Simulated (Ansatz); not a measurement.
Consider PrB.

```
Pr B
1.0
     5.97837    0.00000    0.00000
     0.00000    0.00000   -5.97837
     0.00000    5.97837    0.00000
Pr B
4 4
Direct
  0.75000 0.75000 0.25000
  0.25000 0.75000 0.75000
  0.25000 0.25000 0.25000
  0.75000 0.25000 0.75000
  0.50000 0.50000 0.00000
  0.00000 0.50000 0.50000
  0.00000 0.00000 0.00000
  0.50000 0.00000 0.50000
```

Space group F-43m; a structure generated by program, which may or may not match a known phase; computed without spin polarisation; no Hubbard U on the f states and no spin–orbit coupling.

Level of theory: DFT PBE, scalar-relativistic, plane waves, PAW; 4f electrons in the core of a trivalent norm-conserving potential in Ansatz.

Q: Predict the valence pseudo-density and electron localisation function between the atoms.

A: Pr–B (2.59 Å): ρ at the midpoint is about 0.34 e/Å³; the ELF peaks at about 0.75 in the valence shell of B, 0.8 Å from its nucleus, and drops to about 0.25 between the two atoms.

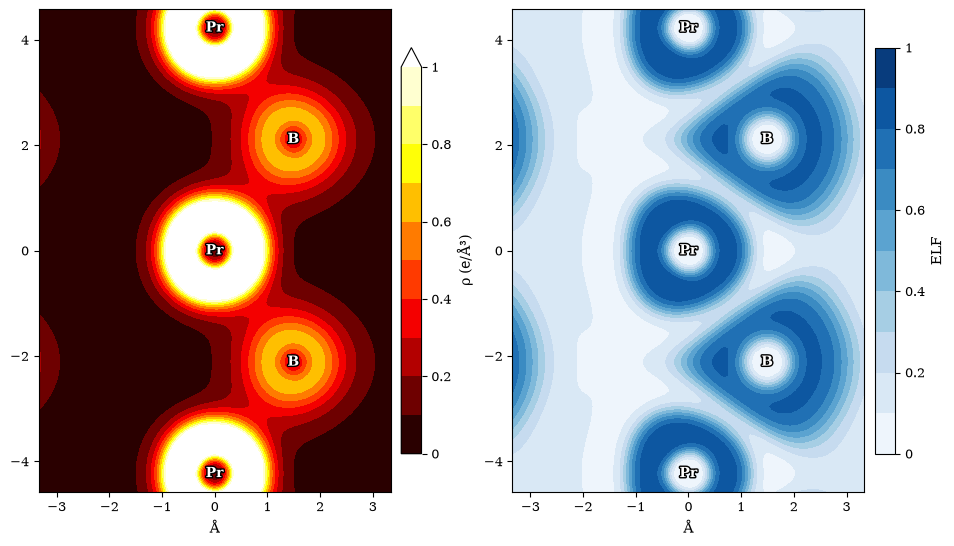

Computed valence pseudo-density and electron localisation function on the (011) plane of the conventional cell, in this order. 

The density is the valence pseudo-density of a pseudopotential calculation; it isn't the true density close to the nuclei.
